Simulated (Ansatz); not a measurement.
Fields on a plane of TaN (rock salt)

```
TaN
1.0
    0.00000     2.18780     2.18780
    2.18780     0.00000     2.18780
    2.18780     2.18780     0.00000
N Ta
1 1
Direct
  0.00000   0.00000   0.00000
  0.50000   0.50000   0.50000
```

The slice is a {110} plane (indices of the conventional cell) through the point (0.000, 0.000, 0.000) (fractional), spanned by u = [100] and v = [1 -1 -1] in vectors of this cell: u (3.09 Å) and v (4.38 Å, at 90° to u). It covers one period; positions are fractions (u, v).

Atoms on it: N at (0.00, 0.00); Ta at (0.00, 0.50).

Calculation: PBEsol (plane waves to 420 eV, PAW, scalar-relativistic; Ansatz, an electronic-structure program). k mesh 18×18×18. Near the nuclei the fields are pseudised (PAW); where an atom keeps semicore shells as valence, they peak there. Spin-orbit coupling is left out, though Ta is heavy. TaN is run without spin polarisation. TaN was relaxed with its symmetry unable to fall. This is a high-temperature form of TaN.

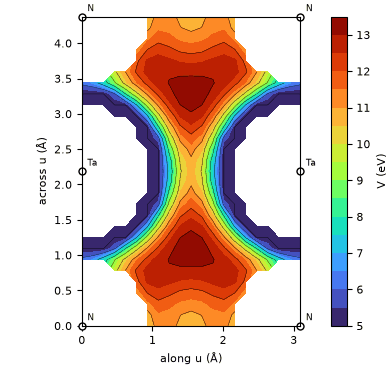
Figure: Electrostatic potential energy of an electron, from the cell's mean, in eV, one period of the plane, atoms marked. Points within 0.9 Å of a nucleus are left white, as the pseudised field means little there. Values under 5 eV are set to 5. The zero, the cell's mean, hangs on the PAW cores.

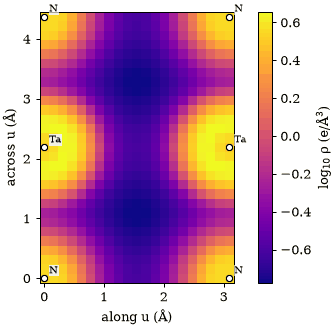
Log₁₀ of the valence density in e/Å³, one period of the plane, atoms marked. The scale is logarithmic, as a density can span decades between atoms and voids.

| Item | Result |
|---|---|
| Density on the N–Ta line (2.19 Å) at its density minimum, 1.0 Å from N | 0.55 e/Å³ |
| ELF at that point | 0.2 |
